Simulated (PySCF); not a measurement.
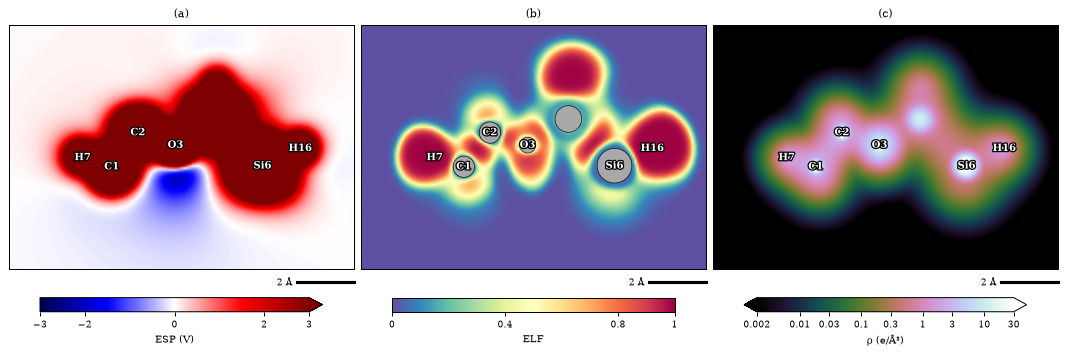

Figure. C₃H₁₂GeOSi. (a) molecular electrostatic potential; (b) ELF; (c) electron density on the plane of atoms C2, C1 and H7. Grey discs cover the atomic cores in the ELF map.

Geometry: GFN2-xTB.

Method: PySCF 2.14.0, PBE0/def2-SVPD, SCF density, gas phase.

| atom | x (Å) | y (Å) | z (Å) |
| --- | --- | --- | --- |
| C | 2.8474 | 0.2165 | -0.5593 |
| C | 1.6812 | -0.4469 | 0.1584 |
| O | 0.5504 | 0.3863 | 0.0682 |
| Ge | -1.1533 | -0.1101 | 0.2539 |
| C | -1.4528 | -1.6741 | -0.9512 |
| Si | -2.1856 | 1.9488 | -0.1930 |
| H | 3.7369 | -0.4028 | -0.4773 |
| H | 3.0441 | 1.1905 | -0.1189 |
| H | 2.6040 | 0.3565 | -1.6097 |
| H | 1.4818 | -1.4270 | -0.2937 |
| H | 1.9350 | -0.6092 | 1.2141 |
| H | -1.2691 | -0.6826 | 1.6869 |
| H | -0.8805 | -2.5394 | -0.6237 |
| H | -1.1490 | -1.4277 | -1.9664 |
| H | -2.5016 | -1.9538 | -0.9700 |
| H | -3.5867 | 1.9032 | 0.2360 |
| H | -2.1804 | 2.2230 | -1.6325 |
| H | -1.5306 | 3.0552 | 0.5018 |

### What does the map show?

The section cuts through C, O, Si and H sites.
C–O (1.41 Å): ρ is about 2 e/Å³ halfway, with its minimum of 1.7 e/Å³ about 0.5 Å from C; the ELF peaks at about 0.90 between the atoms, as expected for a shared but strongly polarised pair.
C–C (1.52 Å): ρ is about 1.7 e/Å³ halfway; the ELF peaks at about 0.95 between the atoms, as expected for localised, covalent bonding.
C–H (1.09 Å): ρ is about 1.9 e/Å³ halfway; the ELF climbs to about 1 towards the hydrogen, as it does in any bond to H; a covalent bond by its length.
Si–H (1.47 Å): ρ is about 0.77 e/Å³ halfway; the ELF climbs to about 1 towards the hydrogen.
The ELF also peaks beside O3, away from the bonds: lone-pair regions.
Outside the dense part of the molecule the potential is most negative (−2.0 V) near O3.
